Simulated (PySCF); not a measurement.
C$_{5}$H$_{11}$ClO$_{2}$Si

| atom | x (Å) | y (Å) | z (Å) |
| --- | --- | --- | --- |
| C | 2.6504 | 0.9506 | 0.2532 |
| C | 1.8170 | -0.3213 | 0.1565 |
| C | 0.3570 | -0.0648 | 0.5224 |
| C | -0.4633 | -1.3596 | 0.5328 |
| O | -1.8018 | -1.1603 | 0.9024 |
| C | -2.5915 | -0.5642 | -0.1279 |
| Si | -1.7784 | 1.1036 | -0.5802 |
| Cl | -2.0094 | 1.6282 | -2.4954 |
| O | -0.1901 | 0.8404 | -0.4155 |
| H | 2.6676 | 1.3182 | 1.2766 |
| H | 2.2257 | 1.7207 | -0.3850 |
| H | 3.6715 | 0.7577 | -0.0648 |
| H | 1.8522 | -0.7052 | -0.8646 |
| H | 2.2160 | -1.0850 | 0.8261 |
| H | 0.2915 | 0.3972 | 1.5164 |
| H | -0.4079 | -1.8209 | -0.4647 |
| H | -0.0481 | -2.0484 | 1.2720 |
| H | -3.5898 | -0.4786 | 0.2983 |
| H | -2.6506 | -1.2580 | -0.9797 |
| H | -2.2232 | 2.1604 | 0.3229 |

Geometry: GFN2-xTB.

The calculation used PBE0/pcSseg-1, SCF density, gas phase, non-relativistic in PySCF.

Predict the electron density and electron localisation function between the atoms.

C–O (1.40 Å): ρ is about 2.1 e/Å³ halfway, with its minimum of 1.8 e/Å³ about 0.5 Å from C; the ELF peaks at about 0.90 between the atoms; a shared but strongly polarised pair.
C–C (1.52 Å): the density is about 1.6 e/Å³ at the midpoint; the ELF peaks at about 0.95 between the atoms; a shared electron pair.
C–H (1.09 Å): the density is about 2 e/Å³ at the midpoint; the ELF climbs to about 1 towards the hydrogen, as it does in any bond to H: an ordinary covalent bond to hydrogen.

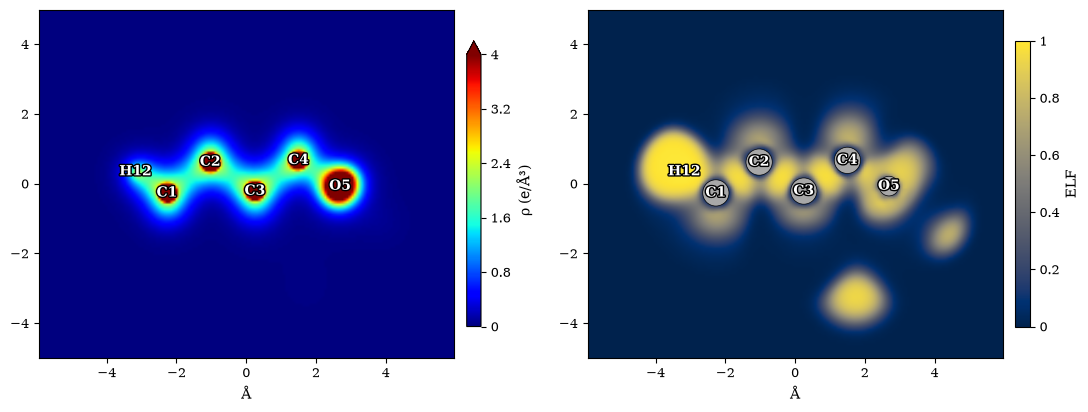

Computed electron density and electron localisation function on the plane of atoms C1, C2 and C3, in this order. Grey discs cover the atomic cores in the ELF map. 
